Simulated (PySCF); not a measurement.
C2H4S, SMILES `C1SC1`.

Method: CAM-B3LYP/def2-SVP; geometry: GFN2-xTB; program: PySCF. No frequency check shows the geometry to be a minimum. GFN2-xTB bond lengths at metals and heavier atoms can be off by up to 0.1 Å and shapes distorted, which carries into these values. Without diffuse functions Rydberg states are missing, so the states' numbers hold for this basis only.

Geometry (Å), atoms numbered from 1:

```
C1       0.7866   -0.7401    0.0000
S2      -0.8535   -0.0000   -0.0000
C3       0.7866    0.7400    0.0000
H4       1.0542   -1.2598    0.9098
H5       1.0545   -1.2596   -0.9098
H6       1.0540    1.2600    0.9098
H7       1.0543    1.2598   -0.9098
```

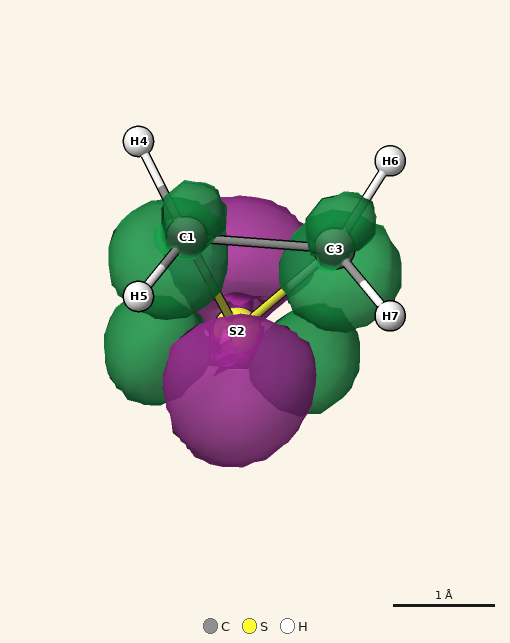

Unrelaxed difference density of S₁ less the ground state (TDA singlet states), ±0.06 e/Å³; green: gain, purple: loss.

**How does the charge move on excitation?**

0.73 e is displaced in all, of which about 0.3 e passes between atoms: S2 (0.32 e) loses electrons and C1 and C3 (0.14 e each) gain them. The state: 5.18 eV (239 nm), f = 0.000 (dark), n → σ*; the leading pair carries 100 %; hole on S2 (84 %), electron on S2 (52 %) and C1 and C3 (19 % each); their centroids lie 0.5 Å apart.
